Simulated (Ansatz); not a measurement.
# Decaying states in the gap of LiBeF3

Aim: relax a made-up compound, LiBeF3, and see how good a tunnel barrier it would be. It is built by putting Be for Ba in the BaLiF3 structure of space group Pm-3m, with the volume rescaled by atomic radii. The parent structure comes from the Materials Project.

Main program and level: Ansatz 0.2.0; PBE DFT, plane waves, PAW files, in the first sound run; inputs show where later runs differ.

The structure was built from a prototype and need not be the compound's stable phase.

## 1. Starting point

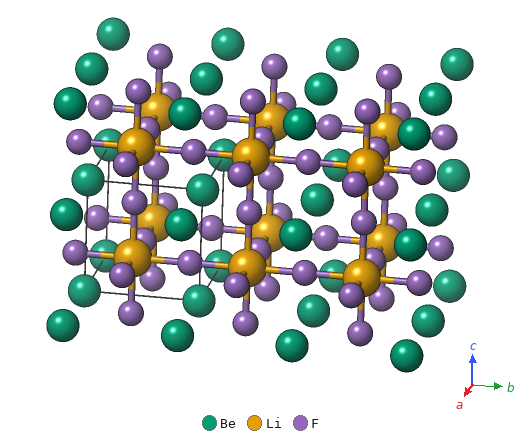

The starting structure, seen slightly off an axis (beryllium teal, lithium orange, fluorine purple). 2×3×2 cells are drawn. Some periodic images of atoms are drawn too.

## 2. Relaxing the new crystal

The substituted atoms don't fit the parent's cell, so cell and atoms relax together. A small smearing keeps the run stable in case the gap closes on the way.

input.yaml reads:

```yaml
crystal:
  lattice:
    - [3.3040844542, 0.0, 0.0]
    - [0.0, 3.3040844542, 0.0]
    - [0.0, 0.0, 3.3040844542]
  atoms:
    - { symbol: Be, position: [0.0, 0.0, 0.0] }
    - { symbol: Li, position: [0.5, 0.5, 0.5] }
    - { symbol: F, position: [0.0, 0.5, 0.5] }
    - { symbol: F, position: [0.5, 0.5, 0.0] }
    - { symbol: F, position: [0.5, 0.0, 0.5] }
kpoints:
  mp_grid: { grid: [6, 6, 6] }
scf:
  occupations: { method: gaussian, width: 0.03 }
hamiltonian:
  xc: pbe
output:
  forces: true
  stress: true
relax:
  f_tol: 0.02
  max_steps: 60
  cell: {}
```

On the command line:

```
$ ansatz run input.yaml --threads 2 --pin off --max-ram 4096MiB --backend cpu --events-out ev --progress --plain --runs-dir out
```

Numbers of over 12 decimals in the logs are rounded to 6 here.

Log:

```text
Engine: ansatz 0.2.0, aarch64-unknown-linux-gnu
Pseudopotentials: kind: paw
Pseudopotential: Be, paw, valence charge 2, recommended cutoff 420 eV (normal), Be.paw.azcp
Pseudopotential: Li, paw, valence charge 3, recommended cutoff 420 eV (normal), Li.paw.azcp
Pseudopotential: F, paw, valence charge 7, recommended cutoff 420 eV (normal), F.paw.azcp
Functional definition: PBE
  parameter kappa = 0.804
  parameter beta = 0.066725
  exchange = pbe_x(kappa = kappa, mu = beta*pi^2/3)
  correlation = pbe_c(beta = beta)
Crystal: 5 atoms, lattice volume = 36.071 Å³
Basis set: ecut = 420 eV, 739 PW (Γ), exchange–correlation on 48×48×48 points (8 copies of the dense FFT grid, shifted against one another)
Bands: 18, of which v1, the nominal top of the filled ones, is band 13 counted from 1 (12 counted from 0)
Symmetry: 48 space group operations
Space group: Pm-3m (ITA 221), of the structure as read, at distance tolerance 3.3e-5 Å
k-points: 20 of 216
Non-local potential: Be, projectors of the file, l = 0: 2, l = 1: 2, l = 2: 1
Non-local potential: Li, projectors of the file, l = 0: 3, l = 1: 2, l = 2: 1
Non-local potential: F, projectors of the file, l = 0: 2, l = 1: 2, l = 2: 1
PAW form: soft (Blöchl's): semilocal exchange-correlation on the pseudo side does not see the compensation charge
PAW one-centre angular grid: Be, 110 points (default); XC on 64 Gauss nodes
PAW one-centre angular grid: Li, 110 points (default); XC on 64 Gauss nodes
PAW one-centre angular grid: F, 110 points (default); XC on 64 Gauss nodes
Initial density: superposition of atomic densities (neutral atoms: chi_scale 0, normalization atom), corrected by the library's trained network
Initial wavefunctions: pseudopotential atomic-orbital guess
Functional: x = pbe(κ = 0.804, μ = 0.219515), c = pbe(β = 0.066725)
SCF iter   1: F=—  HF=-2722.364873 eV  |F-HF|=—  |Δ(HF+E_count)|=         —  Δρ=5.71e-3  dr2=5.42e-3  ethr=1.77e-3  ⟨swp⟩=5.8  Hψ=1813  notcnv=0
preconditioner: auto → none  [insulator: Δε(μ)=2.390 eV  Ē_g=16.846 eV  σ=0.030 eV  W_gap=1.00  n_scr=6 (ndim 8)  ℏωp=30.3 eV  f_vac=0.002  D(μ)=0.00/eV (n_scr^D=0)  ε∞_Penn≈4.2]
SCF iter   2: F=—  HF=-2722.362993 eV  |F-HF|=—  |Δ(HF+E_count)|=   1.88e-3  Δρ=2.70e-3  dr2=1.08e-3  ethr=2.08e-5  ⟨swp⟩=2.8  Hψ=812  notcnv=0  defer=20
SCF iter   3: F=—  HF=-2722.362905 eV  |F-HF|=—  |Δ(HF+E_count)|=   8.81e-5  Δρ=7.45e-4  dr2=9.09e-5  ethr=4.17e-6  ⟨swp⟩=2.0  Hψ=666  notcnv=0  defer=20
SCF iter   4: F=—  HF=-2722.363018 eV  |F-HF|=—  |Δ(HF+E_count)|=   1.13e-4  Δρ=1.63e-4  dr2=4.89e-6  ethr=3.50e-7  ⟨swp⟩=2.7  Hψ=646  notcnv=0  defer=20
SCF iter   5: F=—  HF=-2722.363020 eV  |F-HF|=—  |Δ(HF+E_count)|=   2.26e-6  Δρ=2.81e-5  dr2=2.03e-7  ethr=1.88e-8  ⟨swp⟩=2.4  Hψ=586  notcnv=0  defer=20
SCF iter   6: F=-2722.363020 eV  HF=-2722.363020 eV  |F-HF|=2.19e-8  |Δ(HF+E_count)|=   1.45e-8  Δρ=1.03e-5  dr2=2.90e-8  ethr=3.85e-10  ⟨swp⟩=3.5  Hψ=993  notcnv=0
SCF 1 converged in 6 iterations: F = -2722.363020 eV  dr2 = 2.90e-8
  greatest PAW one-centre occupation: 1.001 electrons in one spin orbital (limit 2), on the Li atom at site 1 (counted from 0), in its partial waves of l = 0
relax step   1: F+E_penalty+E_count = -2722.36302034 eV  Δ(F+E_penalty+E_count) = +0.000e0 eV  max|allowed force component| = 1.063e-28 eV/Å  Δτ_max = 0.0000 Å  P = +29.535 GPa  Ω = 36.071 Å³  (6 SCF iters, dr2 threshold 1.00e-7 eV, accepted)
Crystal: 5 atoms, lattice volume = 39.013 Å³
Basis set: ecut = 420 eV, 751 PW (Γ), exchange–correlation on 48×48×48 points (8 copies of the dense FFT grid, shifted against one another)
Initial density: handed on by an earlier stage of this run
Initial wavefunctions: those handed on with the density
iter 1 solved again at ethr=2.01e-4 eV; its pass at ethr=3.10e-3 eV (dr2=5.22e-2 eV) is discarded
SCF iter   1: F=—  HF=-2722.755299 eV  |F-HF|=—  |Δ(HF+E_count)|=         —  Δρ=1.39e-2  dr2=5.18e-2  ethr=2.01e-4  ⟨swp⟩=1.0  Hψ=2126  notcnv=0
preconditioner: auto → none  [insulator: Δε(μ)=1.882 eV  Ē_g=15.988 eV  σ=0.030 eV  W_gap=1.00  n_scr=6 (ndim 8)  ℏωp=29.1 eV  f_vac=0.001  D(μ)=0.00/eV (n_scr^D=0)  ε∞_Penn≈4.3]
SCF iter   2: F=—  HF=-2722.740680 eV  |F-HF|=—  |Δ(HF+E_count)|=   1.46e-2  Δρ=2.98e-3  dr2=3.24e-3  ethr=1.99e-4  ⟨swp⟩=2.6  Hψ=657  notcnv=0
SCF iter   3: F=—  HF=-2722.740001 eV  |F-HF|=—  |Δ(HF+E_count)|=   6.79e-4  Δρ=7.99e-4  dr2=1.61e-4  ethr=1.25e-5  ⟨swp⟩=3.0  Hψ=690  notcnv=0
SCF iter   4: F=—  HF=-2722.740310 eV  |F-HF|=—  |Δ(HF+E_count)|=   3.09e-4  Δρ=1.04e-4  dr2=2.19e-6  ethr=6.19e-7  ⟨swp⟩=3.0  Hψ=685  notcnv=0
iter 5 did not close the SCF: its close was put off for the readings that it lacked (scf_convergence_deferred on its scf_iter line)
SCF iter   5: F=-2722.740312 eV  HF=-2722.740312 eV  |F-HF|=1.38e-8  |Δ(HF+E_count)|=   1.99e-6  Δρ=9.62e-6  dr2=3.01e-8  ethr=8.41e-9  ⟨swp⟩=2.2  Hψ=554  notcnv=0
SCF iter   6: F=-2722.740312 eV  HF=-2722.740312 eV  |F-HF|=1.91e-11  |Δ(HF+E_count)|=  4.27e-11  Δρ=7.71e-7  dr2=1.17e-10  ethr=1.16e-10  ⟨swp⟩=2.0  Hψ=1048  notcnv=0
SCF 2 converged in 6 iterations: F = -2722.740312 eV  dr2 = 1.17e-10
relax step   2: F+E_penalty+E_count = -2722.74031205 eV  Δ(F+E_penalty+E_count) = -3.773e-1 eV  max|allowed force component| = 4.575e-30 eV/Å  Δτ_max = 0.0000 Å  P = +14.073 GPa  Ω = 39.013 Å³  energy of the carried Pulay correction = -1.649e-2 eV  (6 SCF iters, dr2 threshold 5.00e-7 eV, accepted)
Crystal: 5 atoms, lattice volume = 42.137 Å³
Basis set: ecut = 420 eV, 799 PW (Γ), exchange–correlation on 48×48×48 points (8 copies of the dense FFT grid, shifted against one another)
iter 1 solved again at ethr=1.82e-4 eV; its pass at ethr=3.10e-3 eV (dr2=4.74e-2 eV) is discarded
SCF iter   1: F=—  HF=-2722.882941 eV  |F-HF|=—  |Δ(HF+E_count)|=         —  Δρ=1.26e-2  dr2=4.67e-2  ethr=1.82e-4  ⟨swp⟩=1.0  Hψ=2128  notcnv=0
preconditioner: auto → none  [insulator: Δε(μ)=1.611 eV  Ē_g=15.339 eV  σ=0.030 eV  W_gap=1.00  n_scr=6 (ndim 8)  ℏωp=28.0 eV  f_vac=0.001  D(μ)=0.00/eV (n_scr^D=0)  ε∞_Penn≈4.3]
SCF iter   2: F=—  HF=-2722.869999 eV  |F-HF|=—  |Δ(HF+E_count)|=   1.29e-2  Δρ=2.84e-3  dr2=3.19e-3  ethr=1.80e-4  ⟨swp⟩=2.8  Hψ=669  notcnv=0
SCF iter   3: F=—  HF=-2722.869325 eV  |F-HF|=—  |Δ(HF+E_count)|=   6.74e-4  Δρ=7.39e-4  dr2=1.56e-4  ethr=1.23e-5  ⟨swp⟩=3.0  Hψ=692  notcnv=0
SCF iter   4: F=—  HF=-2722.870048 eV  |F-HF|=—  |Δ(HF+E_count)|=   7.23e-4  Δρ=1.06e-4  dr2=2.77e-6  ethr=6.01e-7  ⟨swp⟩=3.0  Hψ=682  notcnv=0
iter 5 did not close the SCF: its close was put off for the readings that it lacked (scf_convergence_deferred on its scf_iter line)
SCF iter   5: F=-2722.870050 eV  HF=-2722.870050 eV  |F-HF|=2.12e-8  |Δ(HF+E_count)|=   2.12e-6  Δρ=1.02e-5  dr2=3.60e-8  ethr=1.06e-8  ⟨swp⟩=3.0  Hψ=685  notcnv=0
SCF iter   6: F=-2722.870050 eV  HF=-2722.870050 eV  |F-HF|=1.63e-10  |Δ(HF+E_count)|=   6.77e-9  Δρ=7.91e-7  dr2=7.75e-11  ethr=1.39e-10  ⟨swp⟩=1.9  Hψ=1118  notcnv=0
SCF 3 converged in 6 iterations: F = -2722.870050 eV  dr2 = 7.75e-11
relax step   3: F+E_penalty+E_count = -2722.87005016 eV  Δ(F+E_penalty+E_count) = -1.297e-1 eV  max|allowed force component| = 1.683e-29 eV/Å  Δτ_max = 0.0000 Å  P = +1.378 GPa  Ω = 42.137 Å³  energy of the carried Pulay correction = -3.265e-2 eV  (6 SCF iters, dr2 threshold 5.00e-7 eV, accepted)
[... from here on, the SCF cycles and remarks between the steps are left out ...]
relax step   4: F+E_penalty+E_count = -2722.86966197 eV  Δ(F+E_penalty+E_count) = +3.882e-4 eV  max|allowed force component| = 4.118e-29 eV/Å  Δτ_max = 0.0000 Å  P = -0.093 GPa  Ω = 42.547 Å³  energy of the carried Pulay correction = -3.467e-2 eV  (6 SCF iters, dr2 threshold 5.00e-7 eV, accepted)
relax step   5: F+E_penalty+E_count = -2722.86979741 eV  Δ(F+E_penalty+E_count) = -1.354e-4 eV  max|allowed force component| = 7.681e-29 eV/Å  Δτ_max = 0.0000 Å  P = -0.000 GPa  Ω = 42.521 Å³  energy of the carried Pulay correction = -3.454e-2 eV  (6 SCF iters, dr2 threshold 2.14e-8 eV, accepted)
relax step   6: F+E_penalty+E_count = -2722.97884847 eV  Δ(F+E_penalty+E_count) = -1.091e-1 eV  max|allowed force component| = 4.039e-29 eV/Å  Δτ_max = 0.0000 Å  P = +4.336 GPa  Ω = 42.521 Å³  stress off target by 4.34e0 GPa  SCF on the basis re-selected at this cell (its energy is not comparable with the rows above)  (7 SCF iters)
relax step   7: F+E_penalty+E_count = -2722.99229397 eV  Δ(F+E_penalty+E_count) = -1.345e-2 eV  max|allowed force component| = 5.496e-29 eV/Å  Δτ_max = 0.0000 Å  P = +1.215 GPa  Ω = 43.771 Å³  energy of the carried Pulay correction = -7.949e-3 eV  (6 SCF iters, dr2 threshold 5.00e-7 eV, accepted)
relax step   8: F+E_penalty+E_count = -2722.99024501 eV  Δ(F+E_penalty+E_count) = +2.049e-3 eV  max|allowed force component| = 6.423e-30 eV/Å  Δτ_max = 0.0000 Å  P = -0.006 GPa  Ω = 44.310 Å³  energy of the carried Pulay correction = -1.201e-2 eV  (6 SCF iters, dr2 threshold 5.00e-7 eV, accepted)
relax step   9: F+E_penalty+E_count = -2723.00353149 eV  Δ(F+E_penalty+E_count) = -1.329e-2 eV  max|allowed force component| = 7.961e-30 eV/Å  Δτ_max = 0.0000 Å  P = +0.181 GPa  Ω = 44.310 Å³  stress off target by 1.81e-1 GPa  SCF on the basis re-selected at this cell (its energy is not comparable with the rows above)  (6 SCF iters)
relax step  10: F+E_penalty+E_count = -2723.00311572 eV  Δ(F+E_penalty+E_count) = +4.158e-4 eV  max|allowed force component| = 1.038e-29 eV/Å  Δτ_max = 0.0000 Å  P = -0.003 GPa  Ω = 44.396 Å³  energy of the carried Pulay correction = -4.633e-4 eV  (6 SCF iters, dr2 threshold 8.20e-8 eV, accepted)
iter 1 solved again at ethr=6.31e-7 eV; its pass at ethr=3.10e-3 eV (dr2=1.64e-4 eV) is discarded
SCF iter   1: F=—  HF=-2723.002523 eV  |F-HF|=—  |Δ(HF+E_count)|=         —  Δρ=7.02e-5  dr2=2.03e-7  ethr=6.31e-7  ⟨swp⟩=2.0  Hψ=2466  notcnv=0
eigensolver tolerance schedule: the retry pair's looser diagonalisation over-reported the residual by 809.08 of it (diagonalisation noise at 0.20 of the residual, at the tolerance the schedule requests for it); recorded, not acted on — ethr = c·dr2/N_el stays at c = 1.0e-1
preconditioner: auto → none  [insulator: Δε(μ)=1.601 eV  Ē_g=15.053 eV  σ=0.030 eV  W_gap=1.00  n_scr=6 (ndim 8)  ℏωp=27.3 eV  f_vac=0.001  D(μ)=0.00/eV (n_scr^D=0)  ε∞_Penn≈4.3]
SCF iter   2: F=—  HF=-2723.003771 eV  |F-HF|=—  |Δ(HF+E_count)|=   1.25e-3  Δρ=3.82e-5  dr2=9.33e-8  ethr=7.79e-10  ⟨swp⟩=2.0  Hψ=620  notcnv=0
SCF iter   3: F=—  HF=-2723.003773 eV  |F-HF|=—  |Δ(HF+E_count)|=   2.30e-6  Δρ=2.16e-5  dr2=1.87e-8  ethr=3.59e-10  ⟨swp⟩=3.0  Hψ=655  notcnv=0
SCF iter   4: F=—  HF=-2723.003774 eV  |F-HF|=—  |Δ(HF+E_count)|=   1.49e-6  Δρ=2.89e-6  dr2=3.75e-10  ethr=7.20e-11  ⟨swp⟩=2.0  Hψ=601  notcnv=0
iter 5 did not close the SCF: its close was put off for the readings that it lacked (scf_convergence_deferred on its scf_iter line)
SCF iter   5: F=-2723.003774 eV  HF=-2723.003774 eV  |F-HF|=1.40e-10  |Δ(HF+E_count)|=   2.65e-8  Δρ=3.89e-7  dr2=3.58e-11  ethr=1.44e-12  ⟨swp⟩=2.0  Hψ=620  notcnv=0
SCF iter   6: F=-2723.003774 eV  HF=-2723.003774 eV  |F-HF|=1.36e-12  |Δ(HF+E_count)|=  1.46e-10  Δρ=9.33e-8  dr2=2.11e-12  ethr=1.00e-12  ⟨swp⟩=2.0  Hψ=1060  notcnv=0
SCF 11 converged in 6 iterations: F = -2723.003774 eV  dr2 = 2.11e-12
relax step  11: F+E_penalty+E_count = -2723.00377441 eV  Δ(F+E_penalty+E_count) = -6.587e-4 eV  max|allowed force component| = 5.098e-30 eV/Å  Δτ_max = 0.0000 Å  P = +0.003 GPa  Ω = 44.396 Å³  stress off target by 3.20e-3 GPa  SCF on the basis re-selected at this cell (its energy is not comparable with the rows above)  (6 SCF iters)
basis re-selected at this cell: Δ(F+E_penalty+E_count) = -6.587e-4 eV, ΔP = +0.006 GPa vs the last step (what re-selecting the basis moved, of the pressure what is left beyond the Pulay correction that the steps carried, after the strain that the cell walked since its last selection, with what the two solves' SCF thresholds leave and, on support functions, any second-order correction that the steps lacked; it is no m [...]
SCF converged after 6 iterations
Free energy (F): -2723.003774 eV
Harris-Foulkes:  -2723.003774 eV  (|F-HF|=1.36e-12)
Internal energy: -2723.003774 eV  (E = F + TS)
E sigma→0 (E₀):  -2723.003774 eV
Fermi energy:    3.237235 eV
--- Per-component energies (eV) ---
  E_band       = -170.290718
  E_kinetic    = 658.336742
  E_local      = -1946.155721  (includes V_loc(G=0)·N_el)
  E_nonlocal   = 190.415224
  E_hartree    = 739.287732
  E_xc         = -268.536520
  E_vxc        = -339.920750  (∫ρ·V_xc dr)
  E_paw        = -681.421157  (= ΣΔE_a)
  E_vpaw       = -211.548007  (= ΣTr[D̂ρ^β])
  E_aug_tail   = 0.006318  (compensation charges beyond the density's cutoff)
  E_ewald      = -1414.936392
  E_smearing   = -0.000000  (= −TS)
  E_closure    = -0.000000  (closes the sum)
  Σ components = -2723.003774   (vs F -2723.003774, Δ=0.00e0)
--- Forces (eV/Å), atoms counted from 1 ---
  atom   1  Be     0.00000000     0.00000000    -0.00000000
  atom   2  Li     0.00000000     0.00000000    -0.00000000
  atom   3  F      0.00000000    -0.00000000     0.00000000
  atom   4  F      0.00000000    -0.00000000     0.00000000
  atom   5  F     -0.00000000     0.00000000    -0.00000000
  max |Σ_I F_I| component: 6.06e-30 eV/Å
--- Stress (GPa, compression-positive) ---
        0.003197      -0.000000       0.000000
       -0.000000       0.003197       0.000000
        0.000000       0.000000       0.003197
  P = ⅓ Tr σ = 0.0032 GPa (0.032 kbar)
--- Relaxed structure (8 steps of the walk, 8 accepted, 3 SCFs on fresh bases) ---
  F+E_penalty+E_count = -2723.00377441 eV   max|allowed force component| = 5.098e-30 eV/Å   (the final SCF, on the basis selected at the relaxed cell)
  cell:  # Å, volume = 44.3958 Å³
    - [3.540902, 0, 0]
    - [0, 3.540902, 0]
    - [0, 0, 3.540902]
  atoms:
    - { symbol: Be, position: [0, 0, 0] }
    - { symbol: Li, position: [0.5, 0.5, 0.5] }
    - { symbol: F, position: [0, 0.5, 0.5] }
    - { symbol: F, position: [0.5, 0.5, 0] }
    - { symbol: F, position: [0.5, 0, 0.5] }
```

Wall time 6 s (2 threads of Arm Neoverse V2, shared host); peak memory 0.29 GiB.

Relaxation path:

```tsv
step	energy less that of the first step (eV)	largest force component (eV/Å)	pressure (GPa)	volume (Å³)
1	0.0000	0.0000	29.53	36.07
2	-0.3773	0.0000	14.07	39.01
3	-0.5070	0.0000	1.38	42.14
4	-0.5066	0.0000	-0.09	42.55
5	-0.5068	0.0000	0.00	42.52
6*	-0.6158	0.0000	4.34	42.52
7	-0.6293	0.0000	1.22	43.77
8	-0.6272	0.0000	-0.01	44.31
9*	-0.6405	0.0000	0.18	44.31
10	-0.6401	0.0000	0.00	44.40
11*	-0.6408	0.0000	0.00	44.40
```

Relaxation steps marked * repeat the geometry before them on a plane-wave basis chosen anew for their cell, so energy and pressure can jump there.

The run keeps the 48 symmetry operations that it works with, so distortions that break them were not tested.

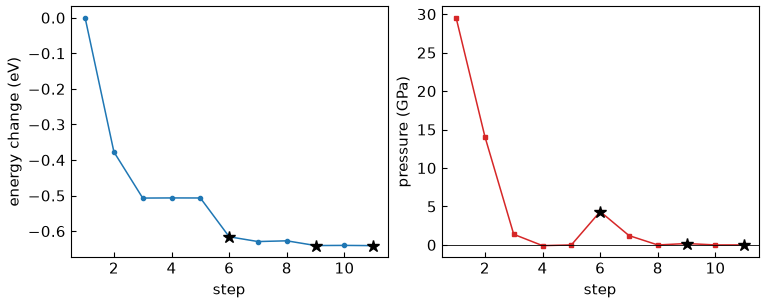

Energy and pressure along the relaxation. Stars mark steps on a basis chosen anew.

```tsv
conventional cell, symmetrised	before	after	change
a (Å)	3.304	3.541	+7.2 %
b (Å)	3.304	3.541	+7.2 %
c (Å)	3.304	3.541	+7.2 %
volume (Å³/atom)	7.21	8.88	+23.1 %
```

Final coordinates:

```xyz
5
Lattice="3.5409 0.0000 0.0000 0.0000 3.5409 0.0000 0.0000 0.0000 3.5409" Properties=species:S:1:pos:R:3 pbc="T T T"
Be    0.0000    0.0000    0.0000
Li    1.7705    1.7705    1.7705
F     0.0000    1.7705    1.7705
F     1.7705    1.7705    0.0000
F     1.7705    0.0000    1.7705
```

Numbers from this step:

```yaml
free_energy: -2723.0038 eV
fermi_energy: 3.237 eV
pressure: 0.003197 GPa
```

The largest force component on a free atom ends at 5.1e-30 eV/Å.

[end of part 1 of 3]

[Logs are printed without paths, hosts, clocks, repeated set-up lines and the standing remarks that a program may print on its own settings, such as how far it seeks lower states.]

[Hosts, paths, dates, database ids (printed as entryN), source tags and the programs' standing remarks are cut or masked in the printed files.]
